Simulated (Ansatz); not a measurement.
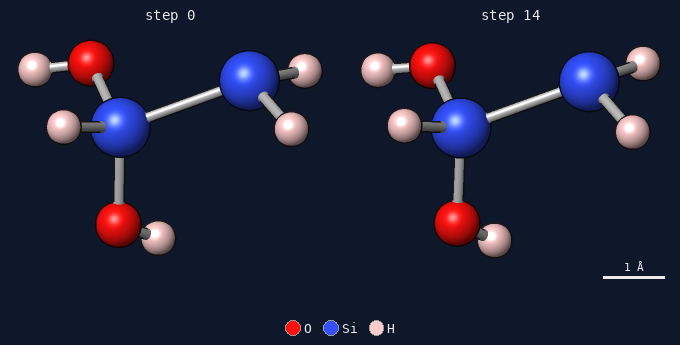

The structure of Si₂H₅O₂ (multiplicity 2) before (left) and after (right) a relaxation, at one scale.

Style: ball-and-stick. Shown at a tilt.

The start comes from PBE-D4/def2-SVP.

Computed with UKS PBE0-D4/def2-TZVP (Ansatz 0.2.0). Settings: force threshold 0.005 eV/Å; at most 150 steps.

### Summarise the run.

The atom that moves furthest after the best rigid fit is an H atom (0.13 Å). By element the largest moves are H 0.13 Å, O 0.05 Å, Si 0.02 Å. Near-neighbour distances that change, for instance: O–Si 1.686 → 1.647 Å, H–Si 1.510 → 1.489 Å, H–O 0.975 → 0.959 Å, Si–Si 2.341 → 2.331 Å. Bond angles that change, for instance: Si–O–H 114.2° → 117.3°, Si–O–H 114.8° → 117.5°. Over 13 accepted moves (14 points after the start) the energy falls by 6.41 kJ/mol. The largest force component goes from 0.85 to 0.0045 eV/Å. The line search rejected the trial step at point 9 of the run. The forces were under the threshold at step 10, but the run went on from there.
